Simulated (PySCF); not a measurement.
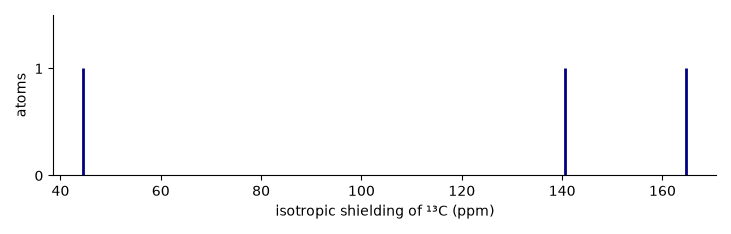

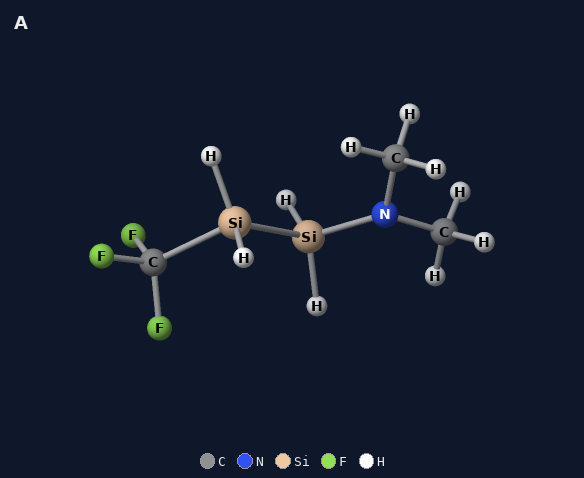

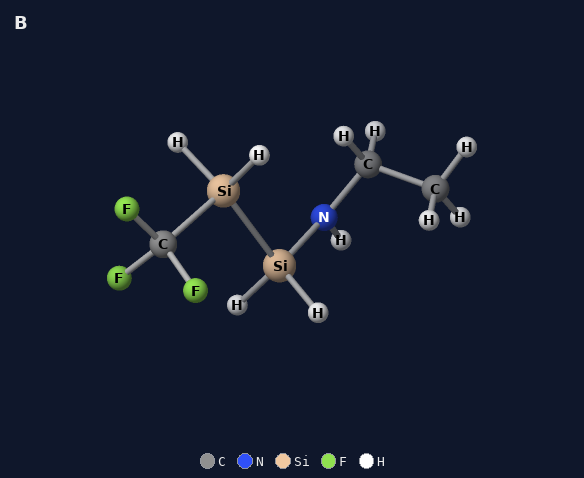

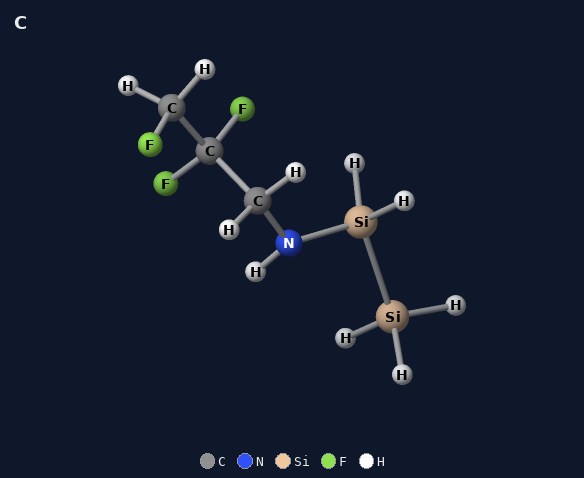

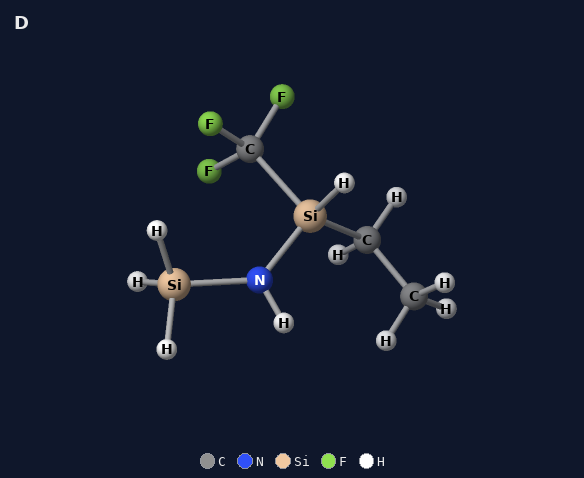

The sticks are computed shieldings of one of the molecules, for one fixed geometry (GFN2-xTB) without averaging over rotations. Low shielding means a high chemical shift. Method: GIAO PBE0/pcSseg-1 NMR shielding, non-relativistic, gas phase (PySCF 2.14.0).

> Match the spectrum to a structure.

B, `CCN[SiH2][SiH2]C(F)(F)F`. Its 3 C atoms give lines at 44.6, 140.6, 164.7 ppm.

The geometry is semi-empirical. Around Si such bond lengths and angles can be off by a tenth of an ångström or more and by several degrees, and values that hang on the shape move with them.
